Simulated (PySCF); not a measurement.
# C8H12SSi (SMILES CC(=S)C1=C[SiH2]C=CCC1): what the fields show

Input file:

```
{"job": {"kind": "nmr", "xc": "PBE0", "basis": "pcSseg-1"}, "charge": 0, "multiplicity": 1}
C     -2.939717    -0.541445    -0.330754
C     -2.104938     0.696765    -0.391068
S     -2.855445     2.149753    -0.237765
C     -0.670789     0.594727    -0.587208
C      0.127640     1.668962    -0.456389
Si     1.998960     1.575790    -0.585506
C      2.573581     0.095648     0.425170
C      1.905192    -1.003877     0.754509
C      0.525528    -1.426623     0.346566
C     -0.057824    -0.746714    -0.898297
H     -3.005473    -0.998545    -1.319603
H     -2.513487    -1.274851     0.352502
H     -3.946782    -0.290607    -0.006373
H     -0.340969     2.613466    -0.212815
H      2.567699     2.794423    -0.001040
H      2.409953     1.451829    -1.993269
H      3.576138     0.184250     0.828514
H      2.380436    -1.729273     1.409817
H     -0.142329    -1.268600     1.201759
H      0.558020    -2.506777     0.171346
H     -0.797910    -1.409476    -1.346257
H      0.742105    -0.609436    -1.628121
```

Command:

```sh
OMP_NUM_THREADS=1 python probes_run.py task.json out
```

Geometry: GFN2-xTB.

Method: PBE0/pcSseg-1, SCF density, gas phase, non-relativistic (PySCF 2.14.0).

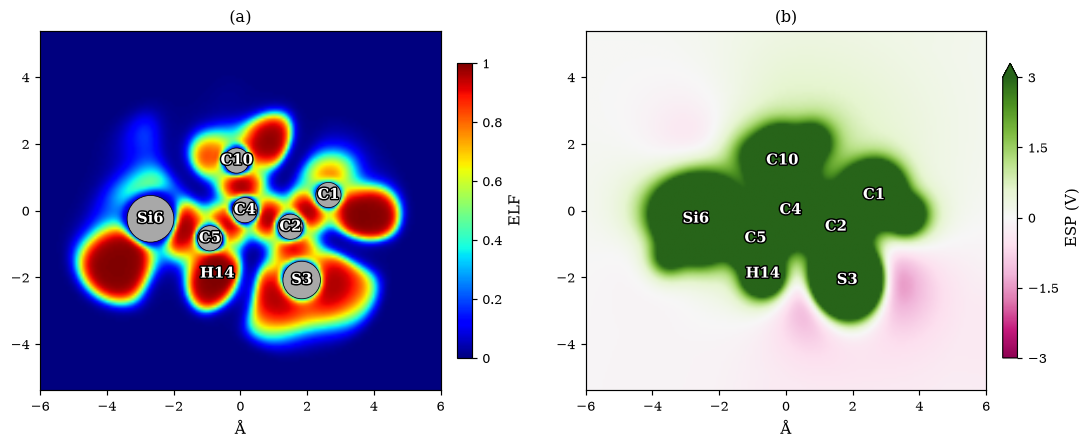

Figure 1. (a) electron localisation function; (b) electrostatic potential on the plane of atoms C2, C4 and C10. Grey discs cover the atomic cores in the ELF map.

Q: What does the map show?

A:
- Atoms in the plane: C, S, Si and H.
- C–C (1.34 Å): the ELF peaks at about 0.95 between the atoms; a multiple bond.
- C–S (1.64 Å): the ELF peaks at about 0.90 between the atoms (localised, covalent bonding).
- C–Si (1.88 Å): the ELF peaks at about 0.95 between the atoms (localised, covalent bonding).
- C–H (1.08 Å): the ELF climbs to about 1 towards the hydrogen, as it does in any bond to H: an ordinary covalent bond to hydrogen.
- C–C (1.45 Å): the ELF peaks at about 0.95 between the atoms; localised, covalent bonding.
- The ELF also peaks beside S3, away from the bonds: lone-pair regions.
- Outside the dense part of the molecule the potential is most negative (−1.4 V) near S3.

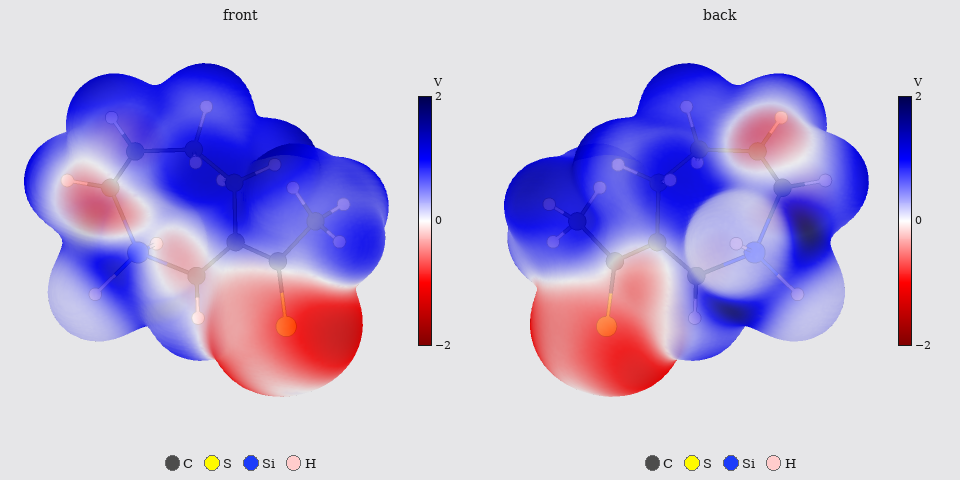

Figure 2. The electrostatic potential painted on the density surface at 0.004 e/bohr³, seen from the front and from behind; the colour scale runs from red (negative) to blue (positive).

Q: Describe the electrostatic potential map.

A: The most negative region (about −1.3 V) lies over S3, the most positive (about +1.7 V) over Si6.

Q: What dipole moment does the calculation give?

A: Its dipole moment is 3.44 D.
